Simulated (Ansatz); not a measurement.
Nudged elastic band, with input and output: GeH3O2F

The run: nudged elastic band of GeH3O2F. Method and program: RKS PBE/def2-SVP (Ansatz 0.2.0).

It belongs to a series of runs on one base structure; here: band between the two ends. Figures and captions count atoms from 1; the log counts them from 0 in places.

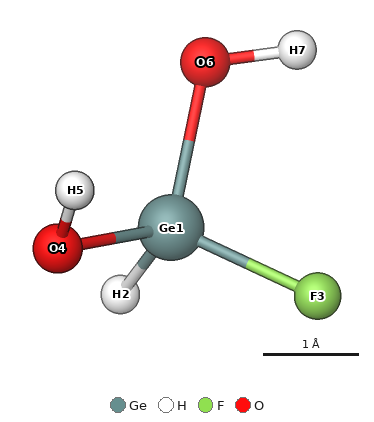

*The structure as given in the input (ball-and-stick view, seen at a tilt; atoms are numbered from 1 in the order of the input). Sticks mark near contacts.*

**Key numbers**

| quantity | value |
| --- | --- |
| outcome | converged |
| barrier, forward | 2.025 eV |
| barrier, backward | 1.513 eV |
| hardware | 2 threads of Arm Neoverse V1, 24 GiB of memory available, shared host |
| wall time | 2.3 min (CPU time 3.8 min) |
| peak memory | 0.12 GiB |

**Remarks**

The order of the saddle point was not checked.

**The input**
```yaml
crystal:
  periodic: [false, false, false]
  atoms:
    - { symbol: Ge, position_ang: [-0.043106, 0.028004, 0.392513] }
    - { symbol: H, position_ang: [0.265597, 0.287819, 1.875235] }
    - { symbol: F, position_ang: [1.458001, -0.343568, -0.44905] }
    - { symbol: O, position_ang: [-0.785342, 1.494787, -0.269764] }
    - { symbol: H, position_ang: [-1.202653, 1.307459, -1.13252] }
    - { symbol: O, position_ang: [-1.101371, -1.362381, 0.033598] }
    - { symbol: H, position_ang: [-0.562327, -2.10852, -0.294112] }
basis:
  gaussian: { orbitals: def2-SVP }
hamiltonian:
  xc: pbe
neb:
  order_check: false
  images: 5
  f_tol: 0.05
  max_iterations: 60
  final_atoms:
    - { symbol: Ge, position_ang: [-0.59937266, -0.47485301, 1.05481137] }
    - { symbol: H, position_ang: [0.84203793, 0.92758391, 0.15013203] }
    - { symbol: F, position_ang: [1.55706195, 0.27926335, 0.44991989] }
    - { symbol: O, position_ang: [-0.62704983, 1.1921003, 0.13656487] }
    - { symbol: H, position_ang: [-0.9746145, 1.00774133, -0.76314342] }
    - { symbol: O, position_ang: [-1.03017508, -1.33242726, -0.4941913] }
    - { symbol: H, position_ang: [-1.13908882, -2.29580862, -0.37819345] }
  initial_path:
    images:
      - { positions_ang: [[-0.043106, 0.028004, 0.392513], [0.265597, 0.287819, 1.875235], [1.458001, -0.343568, -0.44905], [-0.785342, 1.494787, -0.269764], [-1.202653, 1.307459, -1.13252], [-1.101371, -1.362381, 0.033598], [-0.562327, -2.10852, -0.294112]] }
      - { positions_ang: [[-0.02831654, 0.01817241, 0.26615959], [0.4757071, 0.1890302, 1.75595809], [1.56762896, -0.23300979, -0.09880259], [-0.78890069, 1.47920139, -0.38397381], [-1.38292876, 1.27923216, -1.04836465], [-1.00471219, -1.38842919, -0.18320121], [-0.80967887, -2.04059718, -0.15187541]] }
      - { positions_ang: [[-0.01352708, 0.00834082, 0.13980619], [0.6858172, 0.09024139, 1.63668118], [1.67725691, -0.12245158, 0.25144481], [-0.79245939, 1.46361577, -0.49818362], [-1.56320452, 1.25100532, -0.96420931], [-0.90805338, -1.41447737, -0.40000042], [-1.05703074, -1.97267435, -0.00963883]] }
      - { positions_ang: [[0.00126238, -0.00149077, 0.01345278], [0.8959273, -0.00854741, 1.51740426], [1.78688487, -0.01189338, 0.60169222], [-0.79601808, 1.44803016, -0.61239343], [-1.74348028, 1.22277848, -0.88005396], [-0.81139457, -1.44052556, -0.61679963], [-1.30438262, -1.90475153, 0.13259776]] }
      - { positions_ang: [[-0.1989493, -0.15927818, 0.36057231], [0.87796418, 0.30349636, 1.06164685], [1.71027723, 0.08515887, 0.55110144], [-0.73969533, 1.36272021, -0.36274067], [-1.48719168, 1.15109943, -0.84108378], [-0.88432141, -1.40449279, -0.57593019], [-1.24928468, -2.03510389, -0.03766598]] }
      - { positions_ang: [[-0.39916098, -0.3170656, 0.70769184], [0.86000106, 0.61554014, 0.60588944], [1.63366959, 0.18221111, 0.50051067], [-0.68337258, 1.27741026, -0.1130879], [-1.23090309, 1.07942038, -0.8021136], [-0.95724824, -1.36846003, -0.53506074], [-1.19418675, -2.16545626, -0.20792971]] }
      - { positions_ang: [[-0.59937266, -0.47485301, 1.05481137], [0.84203793, 0.92758391, 0.15013203], [1.55706195, 0.27926335, 0.44991989], [-0.62704983, 1.1921003, 0.13656487], [-0.9746145, 1.00774133, -0.76314342], [-1.03017508, -1.33242726, -0.4941913], [-1.13908882, -2.29580862, -0.37819345]] }
```

Command:
```bash
ansatz run input.yaml --threads 2 --pin off --max-ram 3072MiB --backend cpu --events-out ev --progress --plain --runs-dir out
```

**Log**
```
Engine: ansatz 0.2.0, aarch64-unknown-linux-gnu
Functional definition: PBE
  parameter kappa = 0.804
  parameter beta = 0.06672455060314922
  exchange = pbe_x(kappa = kappa, mu = beta*pi^2/3)
  correlation = pbe_c(beta = beta)
959 factors; their error is unknown
mean field evaluation 1: about -63341.1651 eV, gradient 8.2e1 eV
mean field evaluation 2: about -63287.5424 eV, gradient 1.8e2 eV
mean field evaluation 4: about -63351.8429 eV, gradient 1.8e1 eV
mean field evaluation 8: about -63352.3455 eV, gradient 2.4e-1 eV
mean field evaluation 16: about -63352.2920 eV, gradient 2.8e-5 eV
mean field -63352.29200885 eV, -2328.1537895995 hartree, gradient 2.8e-5 eV, S^2 0.000000; 0 other end points of the search recorded, 0 dependent functions left out
the calculation of the forces begins
reference -63352.29203819 eV, -2328.1537906777 hartree; 30, 30 occupied and 59, 59 virtual orbitals, 959 factors
959 factors; their error is unknown
mean field evaluation 32: about -63351.7803 eV, gradient 6.7e-4 eV
mean field -63351.78033228 eV, -2328.1349858322 hartree, gradient 4.9e-5 eV, S^2 0.000000; 0 other end points of the search recorded, 0 dependent functions left out
[... from here on the field's lines of each further geometry are left out, up to the last ...]
NEB iter   1: max|band force component| = 4.296e1 eV/Å  barrier→ = 5.9396 eV  barrier← = 5.4279 eV  Δτ_max = 0.2000 Å  (188 SCF iters)
NEB iter   2: max|band force component| = 3.512e0 eV/Å  barrier→ = 2.7156 eV  barrier← = 2.2039 eV  Δτ_max = 0.1903 Å  (164 SCF iters)
NEB iter   3: max|band force component| = 2.180e0 eV/Å  barrier→ = 2.2299 eV  barrier← = 1.7183 eV  Δτ_max = 0.1997 Å  (160 SCF iters)
NEB iter   4: max|band force component| = 1.412e0 eV/Å  barrier→ = 2.1219 eV  barrier← = 1.6103 eV  Δτ_max = 0.1979 Å  (162 SCF iters)
NEB iter   5: max|band force component| = 1.436e0 eV/Å  barrier→ = 2.1060 eV  barrier← = 1.5943 eV  Δτ_max = 0.1962 Å  (150 SCF iters)
NEB iter   6: max|band force component| = 2.022e0 eV/Å  barrier→ = 1.7412 eV  barrier← = 1.2295 eV  Δτ_max = 0.1003 Å  (161 SCF iters)
NEB iter   7: max|band force component| = 4.396e0 eV/Å  barrier→ = 1.6749 eV  barrier← = 1.1632 eV  Δτ_max = 0.0504 Å  (158 SCF iters)
NEB iter   8: max|band force component| = 3.021e0 eV/Å  barrier→ = 1.8326 eV  barrier← = 1.3210 eV  Δτ_max = 0.0503 Å  (141 SCF iters)
NEB iter   9: max|band force component| = 1.495e0 eV/Å  barrier→ = 1.8871 eV  barrier← = 1.3754 eV  Δτ_max = 0.1019 Å  (139 SCF iters)
NEB iter  10: max|band force component| = 7.374e-1 eV/Å  barrier→ = 1.9848 eV  barrier← = 1.4731 eV  Δτ_max = 0.1900 Å  (146 SCF iters)
NEB iter  11: max|band force component| = 7.157e-1 eV/Å  barrier→ = 2.0468 eV  barrier← = 1.5352 eV  CI = image 2  Δτ_max = 0.1707 Å  (145 SCF iters)
NEB iter  12: max|band force component| = 2.863e-1 eV/Å  barrier→ = 2.0732 eV  barrier← = 1.5615 eV  CI = image 2  Δτ_max = 0.0601 Å  (144 SCF iters)
NEB iter  13: max|band force component| = 1.747e-1 eV/Å  barrier→ = 2.0544 eV  barrier← = 1.5427 eV  CI = image 2  Δτ_max = 0.0954 Å  (135 SCF iters)
NEB iter  14: max|band force component| = 2.043e-1 eV/Å  barrier→ = 2.0346 eV  barrier← = 1.5229 eV  CI = image 2  Δτ_max = 0.0477 Å  (135 SCF iters)
NEB iter  15: max|band force component| = 2.210e-1 eV/Å  barrier→ = 2.0297 eV  barrier← = 1.5180 eV  CI = image 2  Δτ_max = 0.0239 Å  (132 SCF iters)
NEB iter  16: max|band force component| = 1.440e-1 eV/Å  barrier→ = 2.0267 eV  barrier← = 1.5151 eV  CI = image 2  Δτ_max = 0.0239 Å  (136 SCF iters)
the calculation of the forces begins
reference -63351.51884181 eV, -2328.1253762348 hartree; 30, 30 occupied and 59, 59 virtual orbitals, 959 factors
959 factors; their error is unknown
mean field -63350.26737053 eV, -2328.0793855134 hartree, gradient 1.4e-5 eV, S^2 0.000000; 1 other end points of the search recorded, 0 dependent functions left out
the calculation of the forces begins
reference -63350.26739923 eV, -2328.0793865682 hartree; 30, 30 occupied and 59, 59 virtual orbitals, 959 factors
NEB iter  17: max|band force component| = 4.706e-2 eV/Å  barrier→ = 2.0246 eV  barrier← = 1.5130 eV  CI = image 2  Δτ_max = 0.0000 Å  (276 SCF iters)
```

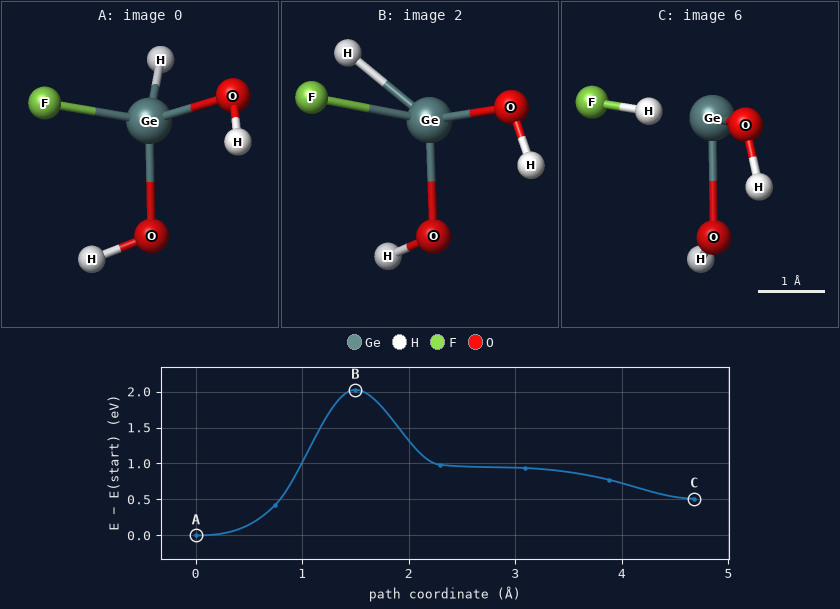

*Images of the last band (counted from 0; ball-and-stick, seen at a tilt) above the energy along the path; the line is a cubic interpolation that uses the forces.*

The highest image is number 2, 2.025 eV above the start and 1.513 eV above the end (the climbing image); the end lies 0.512 eV above the start. The path is 4.68 Å long. The band converged in 17 iterations.

```
Total energy: -63350.26739923 eV, -2328.0793865682 hartree
Atom 0 at    -0.369743     0.076526     0.536283 Å, force     0.003836    -0.003029     0.049540 eV/Å
Atom 1 at     0.957166     0.049834     1.464896 Å, force    -0.022682     0.011097    -0.016471 eV/Å
Atom 2 at     1.621545    -0.133775     0.274224 Å, force     0.037835    -0.005182    -0.008132 eV/Å
Atom 3 at    -0.887455     1.495245    -0.404775 Å, force    -0.004397     0.011349     0.003032 eV/Å
Atom 4 at    -1.317144     1.198668    -1.233085 Å, force     0.004238    -0.003261    -0.005848 eV/Å
Atom 5 at    -1.114855    -1.251522    -0.409394 Å, force    -0.026836    -0.008354    -0.036922 eV/Å
Atom 6 at    -0.860715    -2.131376    -0.072248 Å, force     0.008005    -0.002619     0.014800 eV/Å
Dipole moment:    -0.269549    -0.345937     0.152315 e Å
this run last wrote the band of iteration 17 to [file]
```

**The last band as extended XYZ (Å, eV, eV/Å)**
```
7
Properties=species:S:1:pos:R:3:forces:R:3 image=0 energy=-63352.29201
Ge   -0.0431    0.0280    0.3925    0.0051   0.0000  -0.0022
H     0.2656    0.2878    1.8752    0.0012  -0.0007  -0.0027
F     1.4580   -0.3436   -0.4491   -0.0034   0.0028   0.0053
O    -0.7853    1.4948   -0.2698   -0.0013  -0.0022   0.0005
H    -1.2027    1.3075   -1.1325    0.0004   0.0012  -0.0016
O    -1.1014   -1.3624    0.0336    0.0113  -0.0150  -0.0033
H    -0.5623   -2.1085   -0.2941   -0.0134   0.0139   0.0040
7
Properties=species:S:1:pos:R:3:forces:R:3 image=1 energy=-63351.86557
Ge   -0.0702    0.0513    0.3790    0.7089  -0.0451  -0.3770
H     0.5559    0.1237    1.7707   -1.0269   0.1816   0.7817
F     1.6112   -0.1691   -0.1243   -0.0124  -0.1179  -0.9537
O    -0.8399    1.4809   -0.3418    0.1362  -0.0354   0.1339
H    -1.3155    1.1998   -1.1521    0.0508   0.0070   0.1651
O    -1.0979   -1.2404   -0.3058    0.0547   0.0375   0.2372
H    -0.8149   -2.1427   -0.0697    0.0887  -0.0277   0.0126
7
Properties=species:S:1:pos:R:3:forces:R:3 image=2 energy=-63350.26737
Ge   -0.3697    0.0765    0.5363    0.0038  -0.0030   0.0495
H     0.9572    0.0498    1.4649   -0.0227   0.0111  -0.0165
F     1.6215   -0.1338    0.2742    0.0378  -0.0052  -0.0081
O    -0.8875    1.4952   -0.4048   -0.0044   0.0113   0.0030
H    -1.3171    1.1987   -1.2331    0.0042  -0.0033  -0.0058
O    -1.1149   -1.2515   -0.4094   -0.0268  -0.0084  -0.0369
H    -0.8607   -2.1314   -0.0722    0.0080  -0.0026   0.0148
7
Properties=species:S:1:pos:R:3:forces:R:3 image=3 energy=-63351.30973
Ge   -0.7627    0.0878    0.6807   -0.1169  -0.0031   0.0326
H     1.4631    0.0795    1.3605    0.1351   0.0064  -0.0186
F     1.8462   -0.1160    0.5172    0.0704   0.0025   0.0650
O    -1.0682    1.4654   -0.4331   -0.0476  -0.0238   0.0018
H    -1.3039    1.1269   -1.3217    0.0074  -0.0105  -0.0386
O    -1.1596   -1.2271   -0.5100   -0.0116   0.0256  -0.0263
H    -0.9862   -2.1128   -0.1377   -0.0367   0.0030  -0.0158
7
Properties=species:S:1:pos:R:3:forces:R:3 image=4 energy=-63351.35421
Ge   -0.9264   -0.1393    0.8037   -0.0196  -0.0139   0.0164
H     1.7178    0.6350    1.0783    0.0216   0.0556  -0.0225
F     1.7579   -0.1354    0.5458   -0.0115  -0.0138   0.0140
O    -1.0682    1.3525   -0.2091    0.0112  -0.0118   0.0143
H    -1.1943    1.0889   -1.1455    0.0257  -0.0036   0.0060
O    -1.1704   -1.2824   -0.5948   -0.0070  -0.0048  -0.0178
H    -1.0876   -2.2158   -0.3225   -0.0204  -0.0077  -0.0104
7
Properties=species:S:1:pos:R:3:forces:R:3 image=5 energy=-63351.51881
Ge   -0.8645   -0.3374    0.9449   -0.0088  -0.0486   0.0529
H     1.3738    0.9216    0.4737   -0.1942   0.0898  -0.2040
F     1.7419    0.0565    0.5366   -0.0207   0.0198   0.0960
O    -0.8893    1.2435    0.0255    0.1445  -0.0347   0.0530
H    -1.1154    1.0505   -0.9114    0.1302   0.0021   0.0534
O    -1.1316   -1.3377   -0.5535    0.0038  -0.0157  -0.0226
H    -1.0859   -2.2933   -0.3598   -0.0548  -0.0127  -0.0287
7
Properties=species:S:1:pos:R:3:forces:R:3 image=6 energy=-63351.78033
Ge   -0.5994   -0.4749    1.0548    0.0037  -0.0010   0.0085
H     0.8420    0.9276    0.1501   -0.0203   0.0177  -0.0102
F     1.5571    0.2793    0.4499    0.0176  -0.0178   0.0084
O    -0.6270    1.1921    0.1366   -0.0059   0.0015  -0.0083
H    -0.9746    1.0077   -0.7631    0.0066   0.0026   0.0058
O    -1.0302   -1.3324   -0.4942   -0.0022  -0.0168   0.0004
H    -1.1391   -2.2958   -0.3782    0.0005   0.0138  -0.0046
```
